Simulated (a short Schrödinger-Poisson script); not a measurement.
System: gated Al0.33Ga0.67N/GaN polarisation-induced gas, at 77 K.

```
layer       material  thickness (nm)  Na (cm⁻³)
-----  -------------  --------------  ---------
1      Al0.33Ga0.67N              25          -
2                GaN            6000       3e14
```

Constants are typed, rounded textbook-type inputs, not results; the design itself was drawn at random and stands for no fabricated device. Al0.33Ga0.67N: permittivity 9.3, conduction-band edge (eV) 0.462, gap (eV) 4.09, electron mass (mₑ) 0.24, Nv at 300 K (cm⁻³) 4.6e19. GaN: permittivity 9.5, conduction-band edge (eV) 0, gap (eV) 3.43, Nv at 300 K (cm⁻³) 4.6e19.

Channel valleys (confinement mass, in-plane density-of-states mass, number): Γ 0.2, 0.2, 1. At the gate the conduction-band edge of layer 1 lies 1.27 eV − eVg above the Fermi level of the channel; the field vanishes at the back. Sheet of polarisation charge: +1.6e13 e/cm² at 25 nm from the gate. The barrier under the gate holds no holes. Gaps are held at their typed values at every temperature. Mesh 0.08 nm at interfaces.

From a short Schrödinger-Poisson script (our own, NumPy): 1D Poisson equation in equilibrium, electrons quantum, Hartree (BenDaniel-Duke, 40 states a valley, the channel's in-plane mass for all, wave functions free to enter the barrier), parabolic valleys, classical holes, full ionisation, no traps, pinning or gate leakage.

Only gate voltages with over 1e8 electrons/cm² are shown.

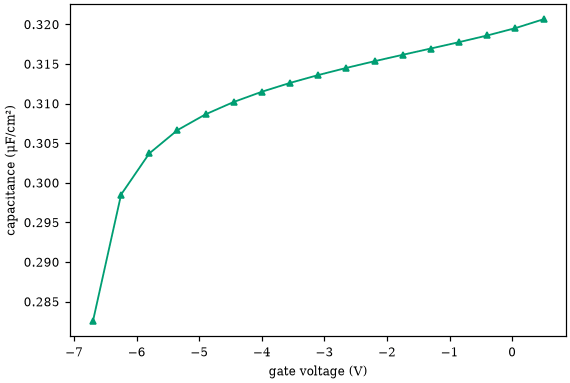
Figure: Quasi-static capacitance against gate voltage

```
Vg (V)  electrons (cm⁻²)  in the channel layer  C (μF/cm²)  Γ E0 (meV)  Γ E1 (meV)
------  ----------------  --------------------  ----------  ----------  ----------
0.5              1.44e13               1.29e13       0.321      -152.7       -18.2
-0.4             1.26e13               1.16e13       0.319      -135.4       -13.8
-1.3             1.08e13               1.01e13       0.317      -117.6        -9.7
-2.2             9.02e12               8.54e12       0.315       -99.5        -5.7
-3.1             7.26e12               6.96e12       0.314       -81.1        -1.6
-4               5.50e12               5.34e12       0.312       -62.3         2.9
-4.9             3.76e12               3.68e12       0.309       -43.1         7.9
-5.8             2.04e12               2.02e12       0.304       -23.3        13.9
-6.7             3.70e11               3.69e11       0.283         0.9        22.5
```

Subbands count from the Fermi level.
